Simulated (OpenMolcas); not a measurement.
# CH4F2OSi (SMILES C[Si](O)(F)F) at 6 levels

Aim: a comparison of 6 runs (HF/STO-3G, B3LYP/cc-pVDZ, BHLYP/cc-pVDZ, M06-2X/cc-pVDZ, SVWN5/cc-pVDZ, revPBE/cc-pVDZ) of CH4F2OSi. 

Program for the calculation: OpenMolcas 26.06.

## (1) The structure to begin with

CH4F2OSi: 9 atoms, total charge 0, spin state singlet. As SMILES, `C[Si](O)(F)F`. The coordinates come from a PBE0-D4/def2-TZVP relaxation. This is one conformer, not always the lowest.

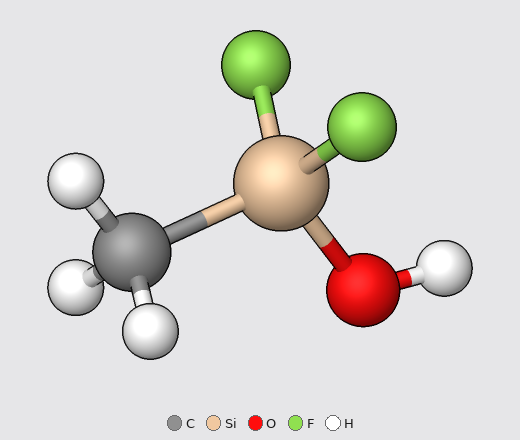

The structure, seen from a chosen angle (carbon grey, silicon light orange, oxygen red, fluorine green, hydrogen white).

## (2) Energy and forces at HF/STO-3G (run 1)

calc.input reads:

```
>>> EXPORT MOLCAS_PRINT=2

&GATEWAY
 BasLib
 $CurrDir
 Coord
 9
 angstrom
 C       -1.189400       0.338900      -0.162200
 Si       0.580100      -0.130700      -0.192500
 O        1.083400      -0.479900       1.308000
 F        0.827400      -1.374000      -1.151900
 F        1.471900       1.032700      -0.807900
 H       -1.795500      -0.480100       0.229600
 H       -1.342100       1.213300       0.473300
 H       -1.540100       0.577500      -1.168100
 H        1.992700      -0.743900       1.454700
 Basis
 STO-3G
 Group
 NoSym

&SEWARD

&SCF
 Thresholds
 1e-10 1e-07 1e-07 1e-05
 PrOrbitals
 1 1

&ALASKA
```

The basis set STO-3G is read from a file made from the Basis Set Exchange's data (not shown).

Launch:

```bash
export MOLCAS_MEM=1860
pymolcas calc.input > calc.log
```

The program printed:

```text
--- Start Module: gateway ---
[...]
--- Stop Module: gateway /rc=_RC_ALL_IS_WELL_ ---
[...]
      Basis functions           33
[...]
--- Start Module: scf ---
[...]
       Convergence after  11 Iterations
[...]
::    Total SCF energy                               -595.3392927385
[...]
      Total spin, S                                     0.0000000000
[...]
      Total electronic charge=   50.000000
      Total            charge=   -0.000000
[...]
      Dipole Moment (debye):
      Origin of the operator (angstrom)=    0.6149   -0.1345   -0.2311
                   X= -9.3090E-02               Y= -1.8589E-02               Z=  3.0638E-01           Total=  3.2075E-01
      Quadrupole Moment (debye*angstrom):
[...]
--- Stop Module: scf /rc=_RC_ALL_IS_WELL_ ---
[...]
--- Start Module: alaska ---
[...]
 *              Molecular gradients               *
 **************************************************
  Irreducible representation: a
 ------------------------------------------------------------------------------------------
                              X                       Y                       Z
 ------------------------------------------------------------------------------------------
  C1                1.05740499483620E-02   -2.33162128060016E-03   -3.62788765088196E-03
  SI2              -5.50606343204674E-03   -1.67485596980210E-05    1.00857997999109E-02
  O3                2.82938087289657E-02   -4.68595970012098E-03   -2.00889055949425E-02
  F4               -1.59521334277812E-03    7.37826682832932E-03    3.63601721779716E-03
  F5               -5.24796597030708E-03   -6.27861250883299E-03    1.67331212477428E-03
  H6               -2.89860298471201E-03   -8.30682131670502E-03    3.58907031978384E-03
  H7                1.28153855293256E-03    7.41747495965273E-03    5.88127782908066E-03
  H8               -1.23216164181139E-03    1.63279596876831E-03   -9.09546537761718E-03
[...]
--- Stop Module: alaska /rc=_RC_ALL_IS_WELL_ ---
[...]
```

Wall time 4.2 s (1 thread of Intel Xeon Platinum 8259CL at 2.50GHz (Skylake/Cascade Lake), shared host); peak memory 0.37 GiB.

## (3) Energy and forces at B3LYP/cc-pVDZ (run 2)

run.inp reads:

```
&GATEWAY
  BasLib=$CurrDir
  Coord
  9
  angstrom
  C       -1.189400       0.338900      -0.162200
  Si       0.580100      -0.130700      -0.192500
  O        1.083400      -0.479900       1.308000
  F        0.827400      -1.374000      -1.151900
  F        1.471900       1.032700      -0.807900
  H       -1.795500      -0.480100       0.229600
  H       -1.342100       1.213300       0.473300
  H       -1.540100       0.577500      -1.168100
  H        1.992700      -0.743900       1.454700
  Basis=cc-pVDZ
  Group=NoSym

&SEWARD
  GridInput
  Grid=UltraFine
  End of Grid

&SCF
  KSDFT=B3LYP
  Thresholds=1e-10 1e-07 1e-07 1e-05
  PrOrbitals=1 1

&ALASKA
```

The basis set cc-pVDZ is read from a file made from the Basis Set Exchange's data (not shown).

Launch:

```bash
export MOLCAS_MEM=1860
pymolcas run.inp > run.log
```

The program printed:

```text
--- Start Module: gateway ---
[...]
--- Stop Module: gateway /rc=_RC_ALL_IS_WELL_ ---
[...]
      Basis functions           94
[...]
--- Start Module: scf ---
[...]
       Convergence after  13 Iterations
[...]
::    Total KS-DFT energy                            -605.1159811470
[...]
      Total spin, S                                     0.0000000000
[...]
      Total electronic charge=   50.000000
      Total            charge=   -0.000000
[...]
      Dipole Moment (debye):
      Origin of the operator (angstrom)=    0.6149   -0.1345   -0.2311
                   X= -4.7254E-01               Y= -2.3792E-02               Z=  1.0547E+00           Total=  1.1559E+00
      Quadrupole Moment (debye*angstrom):
[...]
--- Stop Module: scf /rc=_RC_ALL_IS_WELL_ ---
[...]
--- Start Module: alaska ---
[...]
 *              Molecular gradients               *
 **************************************************
  Irreducible representation: a
 ------------------------------------------------------------------------------------------
                              X                       Y                       Z
 ------------------------------------------------------------------------------------------
  C1                7.11669711687790E-04   -1.98709873625358E-04   -8.05609108996408E-05
  SI2               2.82136416164418E-02   -5.64643312459889E-03   -1.36178051012097E-02
  O3               -3.92068356838149E-04    3.53256056436058E-03   -2.39565498457139E-02
  F4               -6.03239620899387E-03    3.01879368363345E-02    2.34551229335356E-02
  F5               -2.16778331627268E-02   -2.82527918165911E-02    1.50885507170031E-02
  H6                3.64343800510492E-03    4.79823938847046E-03   -2.29011662534107E-03
  H7                9.59706768658641E-04   -5.13632973996092E-03   -3.69630595179338E-03
  H8                2.07561532722389E-03   -1.40222001839674E-03    5.86836729320250E-03
[...]
--- Stop Module: alaska /rc=_RC_ALL_IS_WELL_ ---
[...]
```

It took 60 s on 1 thread of Intel Xeon Platinum 8259CL at 2.50GHz (Skylake/Cascade Lake), shared host; peak memory 0.52 GiB.

Run 3 isn't shown in full; the table further down has it.

## (4) Energy and gradient at M06-2X/cc-pVDZ (run 4)

job.input reads:

```
* CH4F2OSi Kohn-Sham DFT

&GATEWAY
 BASLIB=$CurrDir
 COORD
 9
 angstrom
 C       -1.189400       0.338900      -0.162200
 Si       0.580100      -0.130700      -0.192500
 O        1.083400      -0.479900       1.308000
 F        0.827400      -1.374000      -1.151900
 F        1.471900       1.032700      -0.807900
 H       -1.795500      -0.480100       0.229600
 H       -1.342100       1.213300       0.473300
 H       -1.540100       0.577500      -1.168100
 H        1.992700      -0.743900       1.454700
 BASIS=cc-pVDZ
 GROUP=NoSym

&SEWARD
 GRIDINPUT
 Grid=UltraFine
 End of Grid

&SCF
 KSDFT=M062X
 THRESHOLDS=1e-10 1e-07 1e-07 1e-05
 PRORBITALS=1 2

&ALASKA
```

The basis set cc-pVDZ is read from a file made from the Basis Set Exchange's data (not shown).

Launch:

```bash
export MOLCAS_MEM=1860
pymolcas job.input > job.log
```

The program printed:

```text
--- Start Module: gateway ---
[...]
--- Stop Module: gateway /rc=_RC_ALL_IS_WELL_ ---
[...]
      Basis functions           94
[...]
--- Start Module: scf ---
[...]
       Convergence after  13 Iterations
[...]
::    Total KS-DFT energy                            -604.9719423859
[...]
      Total spin, S                                     0.0000000000
[...]
      Total electronic charge=   50.000000
      Total            charge=   -0.000000
[...]
      Dipole Moment (debye):
      Origin of the operator (angstrom)=    0.6149   -0.1345   -0.2311
                   X= -4.6576E-01               Y= -2.6392E-02               Z=  1.0602E+00           Total=  1.1583E+00
      Quadrupole Moment (debye*angstrom):
[...]
--- Stop Module: scf /rc=_RC_ALL_IS_WELL_ ---
[...]
--- Start Module: alaska ---
[...]
 *              Molecular gradients               *
 **************************************************
  Irreducible representation: a
 ------------------------------------------------------------------------------------------
                              X                       Y                       Z
 ------------------------------------------------------------------------------------------
  C1               -1.03707037746226E-03    2.20192962857801E-04    2.50968732489976E-04
  SI2               2.88509871929401E-02   -5.82986351473513E-03   -1.35246982085158E-02
  O3               -4.29305249745132E-04    2.99617422717091E-03   -2.01787951486985E-02
  F4               -5.54985038423883E-03    2.63443085887616E-02    2.05074007905477E-02
  F5               -1.91647459004507E-02   -2.45154414343496E-02    1.32135365264840E-02
  H6                2.23844442388232E-03    3.91058996659410E-03   -1.79107103573717E-03
  H7                1.39507516381476E-04   -3.84072803053837E-03   -2.88432470083499E-03
  H8                1.17866500271457E-03   -9.77221550688023E-04    4.58715010750499E-03
[...]
--- Stop Module: alaska /rc=_RC_ALL_IS_WELL_ ---
[...]
```

Run time: 73 s. Hardware: 1 thread of Intel Xeon Platinum 8259CL at 2.50GHz (Skylake/Cascade Lake), shared host; peak memory 0.52 GiB.

Run 5 isn't shown in full; the table further down has it.

## (5) Energy and gradient at revPBE/cc-pVDZ (run 6)

run.inp reads:

```
>>> EXPORT MOLCAS_PRINT=2
&gateway
baslib = $CurrDir
coord
9
angstrom
C       -1.189400       0.338900      -0.162200
Si       0.580100      -0.130700      -0.192500
O        1.083400      -0.479900       1.308000
F        0.827400      -1.374000      -1.151900
F        1.471900       1.032700      -0.807900
H       -1.795500      -0.480100       0.229600
H       -1.342100       1.213300       0.473300
H       -1.540100       0.577500      -1.168100
H        1.992700      -0.743900       1.454700
basis = cc-pVDZ
group = NoSym
&seward
gridinput
Grid=UltraFine
End of Grid
&scf
ksdft = revPBE
thresholds = 1e-10 1e-07 1e-07 1e-05
prorbitals = 1
&alaska
```

The basis set cc-pVDZ is read from a file made from the Basis Set Exchange's data (not shown).

Launch:

```bash
export MOLCAS_MEM=1860
pymolcas run.inp > run.log
```

The program printed:

```text
--- Start Module: gateway ---
[...]
--- Stop Module: gateway /rc=_RC_ALL_IS_WELL_ ---
[...]
      Basis functions           94
[...]
--- Start Module: scf ---
[...]
       Convergence after  14 Iterations
[...]
::    Total KS-DFT energy                            -604.9193885460
[...]
      Total spin, S                                     0.0000000000
[...]
      Total electronic charge=   50.000000
      Total            charge=   -0.000000
[...]
      Dipole Moment (debye):
      Origin of the operator (angstrom)=    0.6149   -0.1345   -0.2311
                   X= -4.3858E-01               Y= -2.7738E-02               Z=  1.0185E+00           Total=  1.1093E+00
      Quadrupole Moment (debye*angstrom):
[...]
--- Stop Module: scf /rc=_RC_ALL_IS_WELL_ ---
[...]
--- Start Module: alaska ---
[...]
 *              Molecular gradients               *
 **************************************************
  Irreducible representation: a
 ------------------------------------------------------------------------------------------
                              X                       Y                       Z
 ------------------------------------------------------------------------------------------
  C1                1.76351929598439E-03   -3.88636666953435E-04   -7.30660200710970E-04
  SI2               3.26397877548690E-02   -6.76076383885205E-03   -1.41163421253867E-02
  O3                4.40394707283578E-03    3.93463230397417E-03   -3.57253662452308E-02
  F4               -7.42885311688024E-03    4.06081126261242E-02    3.15578902657645E-02
  F5               -2.85686317937177E-02   -3.83510640740568E-02    2.02592624737843E-02
  H6                6.39240651823458E-03    8.07367581280438E-03   -3.88664629344304E-03
  H7                1.85498051067445E-03   -8.78431390602064E-03   -6.28892018497496E-03
  H8                3.50737433526849E-03   -2.37582663753066E-03    9.97238374240617E-03
[...]
--- Stop Module: alaska /rc=_RC_ALL_IS_WELL_ ---
[...]
```

Run time: 56 s. Hardware: 1 thread of Intel Xeon Platinum 8259CL at 2.50GHz (Skylake/Cascade Lake), shared host; peak memory 0.52 GiB.

## (6) All runs side by side

| run | level | integration grid | energy (Eh) | dipole moment (D) | HOMO energy (eV) | LUMO energy (eV) | wall time |
| --- | --- | --- | --- | --- | --- | --- | --- |
| 1 | HF/STO-3G | – | -595.339293 | 0.32 | -10.22 | 12.80 | 4.2 s |
| 2 | B3LYP/cc-pVDZ | UltraFine | -605.115981 | 1.16 | -9.36 | 0.94 | 60 s |
| 3 | BHLYP/cc-pVDZ | UltraFine | -604.972224 | 1.22 | -11.39 | 2.07 | 54 s |
| 4 | M06-2X/cc-pVDZ | UltraFine | -604.971942 | 1.16 | -11.22 | 2.10 | 73 s |
| 5 | SVWN5/cc-pVDZ | UltraFine | -601.754597 | 1.16 | -7.95 | 0.25 | 46 s |
| 6 | revPBE/cc-pVDZ | UltraFine | -604.919389 | 1.11 | -7.73 | 0.44 | 56 s |

## (7) Results

| quantity | value |
| --- | --- |
| run 6: total energy | -604.91939 Eh |
| run 6: dipole moment | 1.11 D |
| run 6: HOMO energy | -7.73 eV |
| run 6: LUMO energy | 0.44 eV |
| run 6: HOMO–LUMO gap | 8.17 eV |
| run 6: largest force on an atom | 2.672 eV/Å |

The dipole moment (its size) runs from 0.32 D (HF/STO-3G) to 1.22 D (BHLYP/cc-pVDZ). The two ends differ in method and basis. The HOMO–LUMO gap runs from 8.17 eV (revPBE/cc-pVDZ) to 23.02 eV (HF/STO-3G). Totals of different functionals can't be ranked against each other. In run 1 the basis is minimal, so the values are rough. All runs together took 4.9 min, the longest 73 s.
